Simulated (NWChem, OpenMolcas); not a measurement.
**How basis sets differ on CH5BO (SMILES CBO)**

CH5BO: 8 atoms, total charge 0, spin state singlet. SMILES: `CBO`. Geometry: relaxed at PBE0-D4/def2-TZVP. This is one conformer, not always the lowest.

Each level gives the vertical ionisation energy (to the doublet cation) (eV). The values are calculated.

```
                             level           kind     program  value (eV)  CPU time (all runs)
                 B3LYP/DGauss-DZVP  global hybrid      NWChem       11.14                 17 s
                     B3LYP/LANL2DZ  global hybrid      NWChem       11.07                 12 s
                        B3LYP/MINI  global hybrid      NWChem       12.72                6.7 s
  B3LYP/SBKJC-VDZ (core potential)  global hybrid      NWChem       10.99                 10 s
                   B3LYP/jorge-DZP  global hybrid      NWChem       11.03                 23 s
B3LYP/6-31G* (spherical functions)  global hybrid  OpenMolcas       10.95                 46 s
B3LYP/6-31G* (Cartesian functions)  global hybrid  OpenMolcas       10.95                 51 s
                   B3LYP/6-311+G**  global hybrid  OpenMolcas       11.15              1.9 min
```

The values span 10.95 to 12.72 eV. Without the sets that lack polarisation functions the rows with a basis span only 10.95 to 11.15 eV. Times are those of the runs behind each value, whatever else they computed, on shared processors of several kinds: orders of magnitude only.

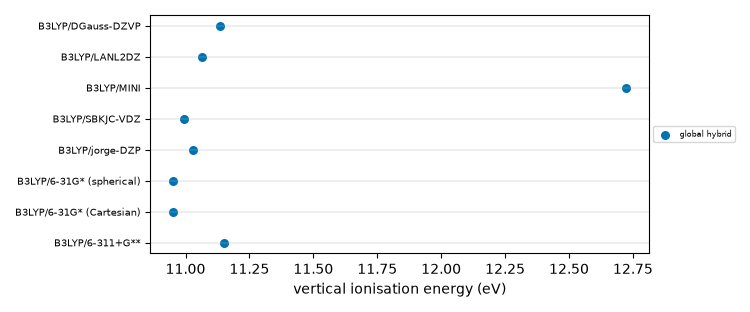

The values of the table, level by level.
